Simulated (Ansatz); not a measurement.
# VBiO4 (Clinobisvanite): the dielectric response by several routes

How strongly does VBiO4 (Clinobisvanite) screen? Routes: perturbation theory, a sum over states and the RPA step of G0W0.

Calculated with Ansatz 0.2.0; linear response on LDA, plane waves, PAW.

### 1. Set-up

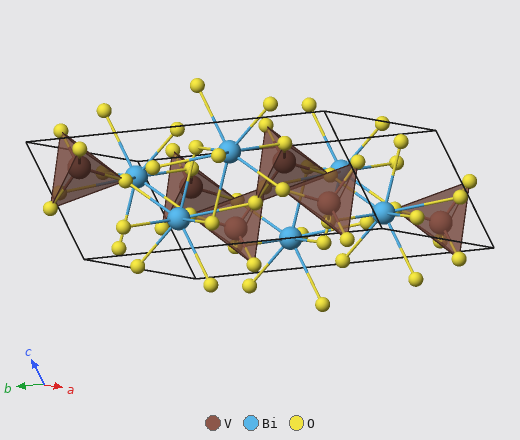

The cell as given, from a free direction (vanadium brown, bismuth blue, oxygen yellow). This picture shows the conventional cell, with its axes. Some periodic images of atoms are drawn too.

The cell and positions come from the Crystallography Open Database and are kept as given unless a step says otherwise. Spin-orbit coupling is left out unless a step names it. The default PAW set here is soft_2. Its files were made with PBE.

### 2. Response to a homogeneous field

The response to a uniform field gives ε∞, a yardstick for the screening that GW builds on its mesh.

This step: dielectric response by perturbation theory, LDA, plane waves, PAW.

input.yaml

```yaml
crystal:
  lattice:
    - [3.6235830947, -5.8486, 0.0]
    - [3.6235830947, 5.8486, 0.0]
    - [-3.5500110127, 0.0, 3.6473943918]
  atoms:
    - { symbol: V, position: [0.87, 0.13, 0.75] }
    - { symbol: V, position: [0.13, 0.87, 0.25] }
    - { symbol: Bi, position: [0.3665, 0.6335, 0.75] }
    - { symbol: Bi, position: [0.6335, 0.3665, 0.25] }
    - { symbol: O, position: [0.9383, 0.3547, 0.6388] }
    - { symbol: O, position: [0.6453, 0.0617, 0.8612] }
    - { symbol: O, position: [0.0617, 0.6453, 0.3612] }
    - { symbol: O, position: [0.3547, 0.9383, 0.1388] }
    - { symbol: O, position: [0.8113, 0.7099, 0.8796] }
    - { symbol: O, position: [0.2901, 0.1887, 0.6204] }
    - { symbol: O, position: [0.1887, 0.2901, 0.1204] }
    - { symbol: O, position: [0.7099, 0.8113, 0.3796] }
kpoints:
  mp_grid: { grid: [4, 4, 6] }
hamiltonian:
  xc: lda
scf:
  occupations: { method: fixed }
dielectric: {}
```

Started as:

```bash
ansatz run input.yaml --threads 3 --pin off --max-ram 92160MiB --backend cuda --events-out ev --progress --plain --runs-dir out --devices 1 --max-vram 13GiB  # rebuilt from the run's record
```

Numbers of over 12 decimals in the logs are rounded to 6 here.

Output:

```text
GPUs: using 1 of 1 available (devices: 1).
Engine: ansatz 0.2.0, x86_64-unknown-linux-gnu
Pseudopotentials: kind: paw
Pseudopotential: V, paw, valence charge 13, recommended cutoff 420 eV (normal), V.paw.azcp
Pseudopotential: Bi, paw, valence charge 15, recommended cutoff 420 eV (normal), Bi.paw.azcp
Pseudopotential: O, paw, valence charge 6, recommended cutoff 420 eV (normal), O.paw.azcp
Functional definition: SPW92
  exchange = slater_x
  correlation = pw_c
device memory: the entry about to start is reckoned to put 4.0 GiB on a device that reports 47.5 GiB free (of which the cap on the GPU budget leaves the run 13.0 GiB)
GPU FFT provider: cuFFT
GPU libraries: cuBLAS 13.8.2, cuFFT 12.4.0, cuSOLVER 12.3.4
Crystal: 12 atoms, lattice volume = 154.598 Å³
Basis set: ecut = 420 eV, 3041 PW (Γ), exchange–correlation on 96×96×72 points (8 copies of the dense FFT grid, shifted against one another)
Bands: 64, of which v1, the nominal top of the filled ones, is band 52 counted from 1 (51 counted from 0)
Symmetry: 4 space group operations
k-points: 52 of 96 (irreducible under 1 space group operation, time reversal used)
Non-local potential: V, projectors of the file, l = 0: 3, l = 1: 2, l = 2: 3, l = 3: 1
Non-local potential: Bi, projectors of the file, l = 0: 2, l = 1: 2, l = 2: 2, l = 3: 2
Non-local potential: O, projectors of the file, l = 0: 2, l = 1: 2, l = 2: 1
PAW form: soft (Blöchl's): semilocal exchange-correlation on the pseudo side does not see the compensation charge
PAW frozen core: V, regenerated for the run's functional, and the local potential with it (the file was generated under x = pbe(κ = 0.804, μ = 0.219515), c = pbe(β = 0.066725))
PAW frozen core: Bi, regenerated for the run's functional, and the local potential with it (the file was generated under x = pbe(κ = 0.804, μ = 0.219515), c = pbe(β = 0.066725))
PAW frozen core: O, regenerated for the run's functional, and the local potential with it (the file was generated under x = pbe(κ = 0.804, μ = 0.219515), c = pbe(β = 0.066725))
PAW one-centre angular grid: V, 590 points (default); XC on 64 Gauss nodes
PAW one-centre angular grid: Bi, 590 points (default); XC on 64 Gauss nodes
PAW one-centre angular grid: O, 110 points (default); XC on 64 Gauss nodes
Initial density: superposition of atomic densities (neutral atoms: chi_scale 0, normalization atom), corrected by the library's trained network
Initial wavefunctions: pseudopotential atomic-orbital guess
GPU buffer pool allocated for 82944 grid points (all kernels)
GPU transforms: local potential and band sums: pruned to the plane-wave sphere, on 45×45×36
Functional: x = slater, c = lda
SCF iter   1: F=—  HF=-34338.363883 eV  |F-HF|=—  |Δ(HF+E_count)|=         —  Δρ=1.90e-2  dr2=5.22e-1  ethr=1.77e-3  ⟨swp⟩=4.1  Hψ=9995  notcnv=0  defer=424
preconditioner: auto → Resta (q_TF=auto, 2.554 Å⁻¹)  ε∞=5.2  [insulator: Δε(μ)=2.048 eV  Ē_g=13.740 eV  n_scr=36 (ndim 8)  ℏωp=28.0 eV  f_vac=0.029  ε∞_Penn≈5.2]
SCF iter   2: F=—  HF=-34338.307336 eV  |F-HF|=—  |Δ(HF+E_count)|=   5.65e-2  Δρ=1.60e-2  dr2=4.22e-1  ethr=5.02e-4  ⟨swp⟩=2.0  Hψ=5219  notcnv=0  defer=460
SCF iter   3: F=—  HF=-34338.258252 eV  |F-HF|=—  |Δ(HF+E_count)|=   4.91e-2  Δρ=4.10e-3  dr2=2.70e-2  ethr=4.06e-4  ⟨swp⟩=2.0  Hψ=4389  notcnv=0  defer=439
SCF iter   4: F=—  HF=-34338.253352 eV  |F-HF|=—  |Δ(HF+E_count)|=   4.90e-3  Δρ=1.49e-3  dr2=2.37e-3  ethr=2.60e-5  ⟨swp⟩=2.0  Hψ=4340  notcnv=0  defer=520
SCF iter   5: F=—  HF=-34338.252759 eV  |F-HF|=—  |Δ(HF+E_count)|=   5.93e-4  Δρ=8.29e-4  dr2=1.07e-3  ethr=2.28e-6  ⟨swp⟩=2.0  Hψ=4387  notcnv=0  defer=520
SCF iter   6: F=—  HF=-34338.252607 eV  |F-HF|=—  |Δ(HF+E_count)|=   1.52e-4  Δρ=1.71e-4  dr2=3.56e-5  ethr=1.03e-6  ⟨swp⟩=2.0  Hψ=4119  notcnv=0  defer=361
SCF iter   7: F=—  HF=-34338.252480 eV  |F-HF|=—  |Δ(HF+E_count)|=   1.28e-4  Δρ=3.71e-5  dr2=2.12e-6  ethr=3.42e-8  ⟨swp⟩=3.0  Hψ=5529  notcnv=0  defer=359
SCF iter   8: F=—  HF=-34338.253070 eV  |F-HF|=—  |Δ(HF+E_count)|=   5.91e-4  Δρ=1.14e-5  dr2=2.61e-7  ethr=2.04e-9  ⟨swp⟩=2.5  Hψ=5091  notcnv=0  defer=359
SCF iter   9: F=—  HF=-34338.253070 eV  |F-HF|=—  |Δ(HF+E_count)|=   4.62e-8  Δρ=3.35e-6  dr2=2.18e-8  ethr=2.51e-10  ⟨swp⟩=2.5  Hψ=4672  notcnv=0  defer=359
SCF iter  10: F=—  HF=-34338.253070 eV  |F-HF|=—  |Δ(HF+E_count)|=  7.57e-10  Δρ=1.30e-6  dr2=3.00e-9  ethr=2.10e-11  ⟨swp⟩=2.0  Hψ=4068  notcnv=0  defer=359
SCF iter  11: F=—  HF=-34338.253070 eV  |F-HF|=—  |Δ(HF+E_count)|=   2.20e-9  Δρ=3.29e-7  dr2=1.76e-10  ethr=2.89e-12  ⟨swp⟩=2.0  Hψ=3933  notcnv=0  defer=359
SCF iter  12: F=-34338.253070 eV  HF=-34338.253070 eV  |F-HF|=7.28e-11  |Δ(HF+E_count)|=  7.28e-12  Δρ=2.62e-7  dr2=8.79e-11  ethr=1.00e-12  ⟨swp⟩=9.2  Hψ=11073  notcnv=0
SCF 1 converged in 12 iterations: F = -34338.253070 eV  dr2 = 8.79e-11
  greatest PAW one-centre occupation: 1.000 electrons in one spin orbital (limit 2), on the V atom at site 1 (counted from 0), in its partial waves of l = 0
the response reads at least the filled bands of the reference SCF and the lowest empty band at each k-point, and that SCF's band table does not vouch for those bands. The notice of the band table in this run's record says why
device memory: the entry about to start is reckoned to put 1.1 GiB on a device that reports 47.1 GiB free (of which the cap on the GPU budget leaves the run 12.9 GiB)
NSCF: frozen V_eff on 1 k-points
device memory: the entry about to start is reckoned to put 1.1 GiB on a device that reports 47.1 GiB free (of which the cap on the GPU budget leaves the run 12.9 GiB)
NSCF: frozen V_eff on 1 k-points
device memory: the entry about to start is reckoned to put 1.1 GiB on a device that reports 47.1 GiB free (of which the cap on the GPU budget leaves the run 12.9 GiB)
NSCF: frozen V_eff on 1 k-points
device memory: the entry about to start is reckoned to put 1.1 GiB on a device that reports 47.1 GiB free (of which the cap on the GPU budget leaves the run 12.9 GiB)
NSCF: frozen V_eff on 1 k-points
device memory: the entry about to start is reckoned to put 0.1 GiB (of the 0.3 GiB reckoned in all, the device holds 0.2 GiB already) on a device that reports 47.1 GiB free (of which the cap on the GPU budget leaves the run 12.9 GiB)
device memory: the entry about to start is reckoned to put 2.9 GiB (of the 3.1 GiB reckoned in all, the device holds 0.2 GiB already) on a device that reports 47.0 GiB free (of which the cap on the GPU budget leaves the run 12.8 GiB)
DFPT response loops at Γ: preconditioner auto → Resta (q_TF=auto, 2.554 Å⁻¹)  ε∞=5.2 (no band partly filled); β = 1.00, the filter's whole step (`scf.mixing.beta` (0.50) is not read by the response loops at its default; to damp them type it under 1.00, their step now; it binds the ground state too); Broyden in place of MSR1
── the response to a field inside a basis, on 4×4×6 k-points: an SCF that follows is theirs, and a resumed run solves both again ──
device memory: the entry about to start is reckoned to put 0.5 GiB on a device that reports 45.5 GiB free (of which the cap on the GPU budget leaves the run 12.8 GiB)
GPU FFT provider: cuFFT
GPU libraries: cuBLAS 13.8.2, cuFFT 12.4.0, cuSOLVER 12.3.4
Bands: 53, of which v1, the nominal top of the filled ones, is band 52 counted from 1 (51 counted from 0)
k-points: 30 of 96
Initial density: handed on by an earlier stage of this run
Initial wavefunctions: pseudopotential atomic-orbital guess (no wavefunctions were taken with the density)
GPU buffer pool allocated for 82944 grid points (all kernels)
GPU transforms: band sums: pruned to the plane-wave sphere, on 45×45×36
Eigensolver: Dense (30 Hₖ)
SCF iter   1: F=—  HF=-34338.035458 eV  |F-HF|=—  |Δ(HF+E_count)|=         —  Δρ=6.02e-4  dr2=1.61e-4  ethr=1.00e-1
preconditioner: auto → Resta (q_TF=auto, 2.554 Å⁻¹)  ε∞=6.2  [insulator: Δε(μ)=2.311 eV  Ē_g=12.278 eV  n_scr=36 (ndim 8)  ℏωp=28.0 eV  f_vac=0.026  ε∞_Penn≈6.2]
SCF iter   2: F=—  HF=-34338.035471 eV  |F-HF|=—  |Δ(HF+E_count)|=   1.24e-5  Δρ=3.07e-4  dr2=7.08e-5  ethr=1.55e-7
SCF iter   3: F=—  HF=-34338.035483 eV  |F-HF|=—  |Δ(HF+E_count)|=   1.21e-5  Δρ=2.27e-4  dr2=6.73e-5  ethr=6.81e-8
SCF iter   4: F=—  HF=-34338.035477 eV  |F-HF|=—  |Δ(HF+E_count)|=   5.46e-6  Δρ=5.98e-5  dr2=5.23e-6  ethr=6.48e-8
SCF iter   5: F=—  HF=-34338.035477 eV  |F-HF|=—  |Δ(HF+E_count)|=   2.29e-7  Δρ=2.54e-5  dr2=1.12e-6  ethr=5.03e-9
SCF iter   6: F=—  HF=-34338.035477 eV  |F-HF|=—  |Δ(HF+E_count)|=   9.59e-8  Δρ=9.40e-6  dr2=1.41e-7  ethr=1.08e-9
SCF iter   7: F=-34338.035477 eV  HF=-34338.035477 eV  |F-HF|=8.55e-9  |Δ(HF+E_count)|=   2.40e-8  Δρ=2.65e-6  dr2=1.58e-8  ethr=1.36e-10
SCF 1 converged in 7 iterations: F = -34338.035477 eV  dr2 = 1.58e-8
device memory: the entry about to start is reckoned to put 0.1 GiB (of the 0.2 GiB reckoned in all, the device holds 0.1 GiB already) on a device that reports 45.3 GiB free (of which the cap on the GPU budget leaves the run 12.7 GiB)
device memory: the entry about to start is reckoned to put 2.9 GiB on a device that reports 45.3 GiB free (of which the cap on the GPU budget leaves the run 12.6 GiB)
DFPT response loops at Γ: preconditioner auto → Resta (q_TF=auto, 2.554 Å⁻¹)  ε∞=5.1 (no band partly filled); β = 1.00, the filter's whole step (`scf.mixing.beta` (0.50) is not read by the response loops at its default; to damp them type it under 1.00, their step now; it binds the ground state too); Broyden in place of MSR1
SCF converged after 12 iterations
Free energy (F): -34338.253070 eV
Harris-Foulkes:  -34338.253070 eV  (|F-HF|=7.28e-11)
Internal energy: -34338.253070 eV  (E = F + TS)
E sigma→0 (E₀):  -34338.253070 eV
Fermi energy:    8.154291 eV
--- Per-component energies (eV) ---
  E_band       = -722.643796
  E_kinetic    = 2659.925467
  E_local      = -8102.329625  (includes V_loc(G=0)·N_el)
  E_nonlocal   = 1444.074925
  E_hartree    = 2948.690575
  E_xc         = -1138.525542
  E_vxc        = -1362.901038  (∫ρ·V_xc dr)
  E_paw        = -23997.373988  (= ΣΔE_a)
  E_vpaw       = -1258.813741  (= ΣTr[D̂ρ^β])
  E_aug_tail   = 0.019169  (compensation charges beyond the density's cutoff)
  E_ewald      = -8154.191953
  E_core_change = 1.457902  (= ΣΔE_core)
  E_smearing   = -0.000000  (= −TS)
  E_closure    = -0.000000  (closes the sum)
  Σ components = -34338.253070   (vs F -34338.253070, Δ=0.00e0)
--- Band table (eV; the first three rows and the last of 52) ---
  k-point 0: bands = [... 48 lower, 7.1428, 7.4508, 7.5069, 7.6654, 10.6043, 11.0442, 11.3615, 11.5449, ... 8 higher]
  k-point 1: bands = [... 48 lower, 7.2069, 7.4359, 7.5246, 7.7269, 10.6655, 11.0198, 11.0606, 11.1969, ... 8 higher]
  k-point 2: bands = [... 48 lower, 7.2103, 7.2975, 7.5123, 8.1543, 10.5413, 10.9486, 11.0589, 11.3374, ... 8 higher]
  k-point 51: bands = [... 48 lower, 7.2736, 7.2736, 7.8246, 7.8246, 11.0239, 11.0239, 11.2017, 11.2017, ... 8 higher]
--- Dielectric response (ions clamped): 3 representative field directions + reference, inside a basis on a mesh of 96 k-points (Σ response iterations 24) ---
  ε∞ (high-frequency dielectric tensor):
        7.155373    -0.000000     0.170039
       -0.000000     6.121728    -0.000000
        0.170039    -0.000000     7.398793
  Born effective charges Z* (e; rows j = field, columns β = displacement):
    site 0:
         5.52927   -0.00000    0.08208
        -0.00000    3.75342   -0.00000
         0.13390    0.00000    5.26707
    site 1:
         5.52927   -0.00000    0.08208
        -0.00000    3.75342   -0.00000
         0.13390    0.00000    5.26707
    site 2:
         5.55548    0.00000    0.10203
         0.00000    5.57317   -0.00000
         0.28681   -0.00000    5.74718
    site 3:
         5.55548    0.00000    0.10203
         0.00000    5.57317   -0.00000
         0.28681   -0.00000    5.74718
    site 4:
        -4.37127   -1.02832    0.48993
        -0.98030   -2.42863    0.71356
         0.41286    0.95086   -1.44780
    site 5:
        -4.37127    1.02832    0.48993
         0.98030   -2.42863   -0.71356
         0.41286   -0.95086   -1.44780
    site 6:
        -4.37127   -1.02832    0.48993
        -0.98030   -2.42863    0.71356
         0.41286    0.95086   -1.44780
    site 7:
        -4.37127    1.02832    0.48993
         0.98030   -2.42863   -0.71356
         0.41286   -0.95086   -1.44780
    site 8:
        -1.17111    0.73990   -0.58199
         0.60360   -2.23467    0.90339
        -0.62322    1.20936   -4.05933
    site 9:
        -1.17111   -0.73990   -0.58199
        -0.60360   -2.23467   -0.90339
        -0.62322   -1.20936   -4.05933
    site 10:
        -1.17111    0.73990   -0.58199
         0.60360   -2.23467    0.90339
        -0.62322    1.20936   -4.05933
    site 11:
        -1.17111   -0.73990   -0.58199
        -0.60360   -2.23467   -0.90339
        -0.62322   -1.20936   -4.05933
  Z* charge neutrality: 1.561e-2 e pre-enforcement
  solved inside a basis spanned on kpoints, on 4×4×6 k-points, its susceptibility summed on 8×8×10: ε∞ is read to err by 3.0e-2, Z* by 4.5e-2 e (field_mesh: kpoints solves on kpoints); Z* is corrected for what the basis lacks
```

It took 50 s on 1 × NVIDIA H100 80GB HBM3 (shared by 6 runs) with 3 threads of AMD EPYC 7R13 (Zen 3), shared host; peak memory 3.2 GiB.

Numbers from this step:

```
stated error of ε∞ : 0.03
```

One over ε∞ averages 0.15, under the quarter of exact exchange in PBE0, which by this rule of thumb may open the gap too far.

High-frequency dielectric tensor:

```
7.16 0.00 0.17
0.00 6.12 0.00
0.17 0.00 7.40
```

Born effective charge (e), principal values of the symmetric part by kind of site:

```tsv
atom	atoms with these values	low	middle	high	mean
V1	2	3.75	5.23	5.57	4.85
Bi3	2	5.43	5.57	5.87	5.63
O5	4	-4.96	-2.32	-0.97	-2.75
O9	4	-4.74	-1.88	-0.84	-2.49
```

In full for Bi3:

```
5.56 0.00 0.10
0.00 5.57 0.00
0.29 0.00 5.75
```

### 3. Independent-particle spectrum

The independent-particle spectrum shows where the oscillator strength lies, before excitons and local fields.

This step: independent-particle optics on LDA, plane waves, PAW.

Edit input.yaml of step 2 so:

```diff
@@ -19,3 +19,3 @@
 kpoints:
-  mp_grid: { grid: [4, 4, 6] }
+  mp_grid: { grid: [6, 6, 6] }
 hamiltonian:
@@ -24,2 +24,4 @@
   occupations: { method: fixed }
-dielectric: {}
+  n_extra_bands: 105
+output:
+  optics: { e_range: [0, 25], de: 0.1, sigma: 0.2 }
```

Output:

```text
[...]
GPUs: using 1 of 1 available (devices: 1).
[...]
GPU FFT provider: cuFFT
GPU libraries: cuBLAS 13.8.2, cuFFT 12.4.0, cuSOLVER 12.3.4
Crystal: 12 atoms, lattice volume = 154.598 Å³
Basis set: ecut = 420 eV, 3041 PW (Γ)
Bands: 157, of which v1, the nominal top of the filled ones, is band 52 counted from 1 (51 counted from 0)
Symmetry: 4 space group operations
[...]
k-points: 68 of 216
[...]
GPU buffer pool allocated for 82944 grid points (all kernels)
[...]
SCF iter   1: F=—  HF=-34338.365914 eV  |F-HF|=—  |Δ(HF+E_count)|=         —  Δρ=1.91e-2  dr2=5.28e-1  ethr=1.77e-3  ⟨swp⟩=4.0  Hψ=35083  notcnv=0  defer=6828
[...]
SCF iter  12: F=-34338.253018 eV  HF=-34338.253018 eV  |F-HF|=7.28e-12  |Δ(HF+E_count)|=  1.46e-11  Δρ=7.16e-8  dr2=6.13e-12  ethr=1.00e-12  ⟨swp⟩=14.5  Hψ=99566  notcnv=0
SCF 1 converged in 12 iterations: F = -34338.253018 eV  dr2 = 6.13e-12
[...]
Optics k sum: 0 of 68 k-points
Optics k sum: 4 of 68 k-points
[...]
Optics k sum: 68 of 68 k-points
[...]
SCF converged after 12 iterations
Free energy (F): -34338.253018 eV
[...]
Internal energy: -34338.253018 eV  (E = F + TS)
E sigma→0 (E₀):  -34338.253018 eV
Fermi energy:    8.154234 eV
[...]
--- Band table (eV; the first three rows and the last of 68) ---
  k-point 0: bands = [... 48 lower, 7.1428, 7.4507, 7.5069, 7.6654, 10.6044, 11.0443, 11.3616, 11.5449, ... 101 higher]
  k-point 1: bands = [... 48 lower, 7.2069, 7.4358, 7.5246, 7.7268, 10.6655, 11.0199, 11.0607, 11.1969, ... 101 higher]
  k-point 2: bands = [... 48 lower, 7.2103, 7.2974, 7.5122, 8.1542, 10.5414, 10.9486, 11.0590, 11.3375, ... 101 higher]
  k-point 67: bands = [... 48 lower, 7.2735, 7.2735, 7.8245, 7.8245, 11.0239, 11.0239, 11.2017, 11.2017, ... 101 higher]
```

Elapsed: 81 s, on 1 × NVIDIA H100 80GB HBM3 (shared by 6 runs) with 3 threads; peak memory 5.2 GiB; 2 min of CPU time.

Numbers from this step:

| Quantity | Value |
| --- | --- |
| ε∞ without local fields (xx, yy, zz) | 7.774, 6.947, 8.381 |
| electrons in the f-sum (xx, yy, zz) | 76.83, 76.86, 76.80 |
| bands in the explicit sum (the static value is completed to all bands) | 157 |

The sum gives ε∞ = 7.77, 6.95 and 8.38 without local fields.

The ε₂ has structure finer than the step of the table below, so its rows give means over 2 eV, whole bins alone (the curve runs from 0 to 25 eV). Peaks (eV: height): xx 6.3: 9.81, 13.7: 2.44; yy 3.4: 6.78, 6.0: 10.1, 7.0: 10.9, 16.2: 2.42; zz 2.5: 7.22, 6.1: 11.1.

Independent particles, no local fields, Gaussian width 0.2 eV. Table of ε₂ by photon energy; means over each step:

```tsv
photon energy (eV)	xx	yy	zz
2	1.68	0.286	2.31
4	6.81	5.97	7.24
6	9.13	8.40	9.98
8	4.01	5.82	3.93
10	1.30	1.59	1.33
12	1.28	1.24	1.25
14	2.21	1.54	1.97
16	1.61	1.98	1.73
18	1.31	1.24	1.28
20	0.956	0.768	0.866
22	0.609	0.610	0.609
24	0.543	0.593	0.575
```

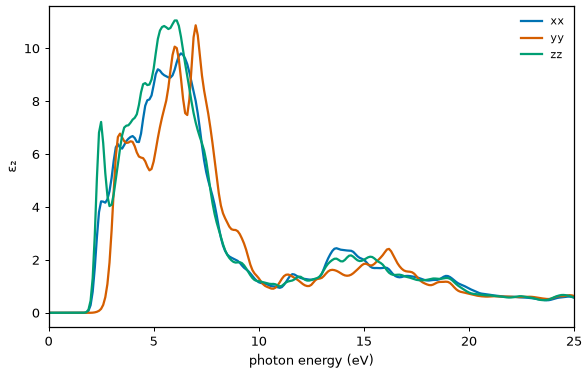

ε₂, plotted against photon energy.

(Part 1 of 2 ends here.)

[Paths, hosts, dates, memory and timing lines, banners, echoed tables and standing remarks are left out of the program output.]

[Logs are printed without paths, hosts, clocks, repeated set-up lines and the standing remarks that a program may print on its own settings, such as how far it seeks lower states.]

[Runs of the session that timed out or met a known fault of the program may be left out.]

[Cells called generated may have been cut or substituted from an entry of the Crystallography Open Database or the Materials Project.]

[Hosts, paths, dates, database ids (printed as entryN), source tags and the programs' standing remarks are cut or masked in the printed files.]
